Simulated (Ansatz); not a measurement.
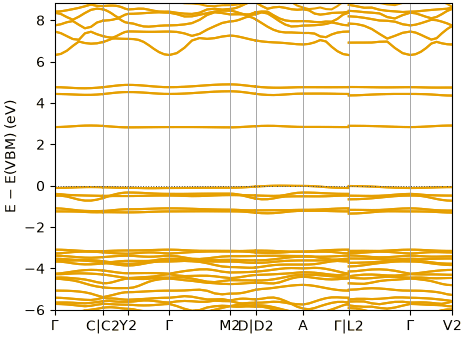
Band structure from the program Ansatz at the r²SCAN with spin–orbit coupling level (PAW)

The gap is 2.82 eV; an edge lies off the plotted path or next to a special point (maximum off the standard path, minimum at Y2).

The material is Cs₂WO₂F₄ in space group C2/m (No. 12; Cs on 4i, W on 2a, O on 4i, F on 8j).

The first step of the workflow began from a Materials Project structure, measured or hypothetical; the Crystallography Open Database copy checked does not list it. Its standing as an ambient phase is unchecked. Symmetry was held in the r²SCAN relaxation; its stability against distortions is not shown here. No spin polarisation was allowed. No Hubbard U is applied.

Potentials: the later of the program's two PAW sets.
